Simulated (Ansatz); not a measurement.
**Si₃H₆O: small, medium and large basis sets**

Aim: see how fast density functionals converge with the basis set for Si₃H₆O.

Method: one geometry, several basis sets; program: Ansatz 0.2.0, Gaussian basis.

Levels to be run: PBE0-D4/def2-SVP; ωB97M-V/def2-SVP; PBE0-D4/def2-QZVPP; ωB97M-V/def2-QZVPP; the functionals' def2-TZVPP values are taken from earlier runs.

## 1. Structure used throughout

The geometry comes from an earlier relaxation with PBE0-D4 in a triple-zeta def2 set; it is a stationary point, not always the lowest conformer.

SMILES `[SiH3][SiH]1O[SiH2]1`, 10 atoms, charge 0, spin multiplicity 1.

Atoms are counted from 1 here; the program's logs count them from 0.

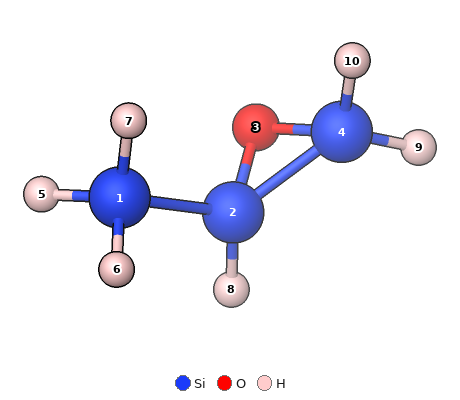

The structure; silicon blue, oxygen red, hydrogen pink; atoms are numbered from 1 in the order of the file.

Coordinates:

```
Si   -1.3969    0.9250   -0.9902
Si   -0.3328   -0.6007    0.4191
O     1.0524   -1.3411   -0.2490
Si    1.7792   -0.4813    1.0130
H    -2.0756    0.2357   -2.1208
H    -2.4143    1.6704   -0.2008
H    -0.3928    1.8791   -1.5277
H    -1.2649   -1.5759    1.0487
H     2.4110   -1.3396    2.0449
H     2.7178    0.5773    0.5657
```

## 2. PBE0-D4 in def2-SVP

File in.yaml:

```yaml
crystal:
  periodic: [false, false, false]
  atoms:
    - {symbol: Si, position_ang: [-1.396932, 0.924992, -0.990216]}
    - {symbol: Si, position_ang: [-0.332816, -0.600695, 0.419094]}
    - {symbol: O, position_ang: [1.052366, -1.341076, -0.248960]}
    - {symbol: Si, position_ang: [1.779248, -0.481287, 1.013000]}
    - {symbol: H, position_ang: [-2.075650, 0.235697, -2.120792]}
    - {symbol: H, position_ang: [-2.414280, 1.670375, -0.200848]}
    - {symbol: H, position_ang: [-0.392845, 1.879096, -1.527716]}
    - {symbol: H, position_ang: [-1.264862, -1.575881, 1.048746]}
    - {symbol: H, position_ang: [2.411002, -1.339624, 2.044885]}
    - {symbol: H, position_ang: [2.717767, 0.577304, 0.565707]}
basis:
  gaussian: {orbitals: def2-SVP}
hamiltonian: {xc: pbe0, dispersion: d4}
output: {orbitals: {seedname: orbitals}}
```

The run is started by

```bash
ansatz run in.yaml --threads 2 --pin off --events-out ev --progress --plain --max-ram 4352MiB
```

The runs that follow: ωB97M-V in def2-SVP; PBE0-D4 in def2-QZVPP; ωB97M-V in def2-QZVPP.

Q: Predict the results of all the runs planned. Wanted: PBE0-D4: double and triple zeta above quadruple; ωB97M-V: double and triple zeta above quadruple.

**Answer**, as computed:

```
                                       quantity           value
PBE0-D4: double and triple zeta above quadruple  12.07, 0.93 eV
ωB97M-V: double and triple zeta above quadruple  12.11, 0.87 eV
```

What this shows: For PBE0-D4 the step from double to triple zeta gains 11.13 eV and the next only 0.93 eV. Total energies overstate the basis error of differences, where much of it tends to cancel.
